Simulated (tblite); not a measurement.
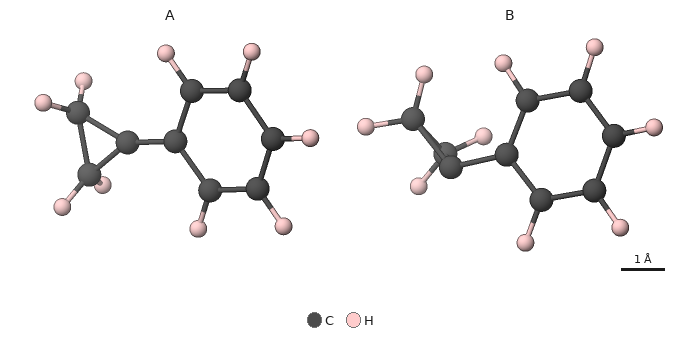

Two geometries of C$_{9}$H$_{9}$ (multiplicity 2), drawn at one scale. One is the start of a relaxation, the other its converged end. Style: ball-and-stick. Shown at a tilt.

Computed with GFN2-xTB geometry optimisation, gas phase (tblite). 

Which of the two is the end point?

Answer. Structure A is the relaxed one. The largest move after the best rigid fit is that of an H atom, 1.52 Å. Largest moves by element: H 1.52 Å, C 0.80 Å. Near-neighbour distances that change, for instance: C–C 1.464 → 1.367 Å, C–C 1.517 → 1.457 Å, C–H 1.127 → 1.083 Å, C–C 1.382 → 1.425 Å. Among the angles between lasting bonds that change: C–C–C 115.0° → 148.7°, C–C–C 119.9° → 148.4°, H–C–H 119.9° → 112.8°. Over 75 geometry steps the energy falls by 1.035 eV. The run took 0.43 s on 1 thread of Arm Neoverse V2, on a shared host.
